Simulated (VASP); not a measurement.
Band structure of SrBi$_{3}$ (space group Pm-3m). Level of theory: PBEsol GGA, VASP's PBE PAW potentials (set 64) (plane waves; VASP).

Unless said otherwise, spin-orbit coupling is left out, though it shifts the bands of the heavy elements here.

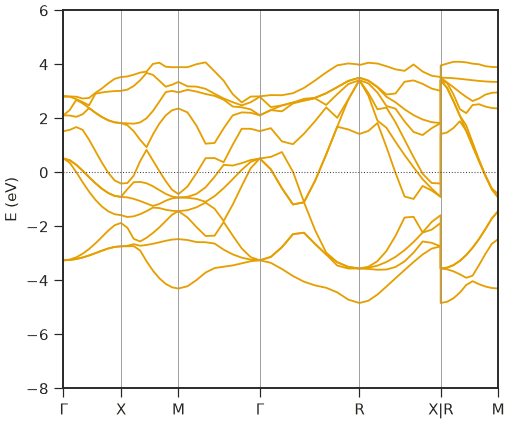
Figure. Bands along high-symmetry lines, zero at the valence-band maximum or, without a gap, the Fermi level

Problem. Read the plot: is there a gap, and where are the band edges?

Solution. It has no gap at this level: it comes out as a metal or semimetal.

The structure comes from a computed database's SrBi3 entry (Pm-3m); how it stands against other phases isn't given here. The cell was not relaxed at this level. The electron count is odd and the run is not spin-polarised, which forces a metal.
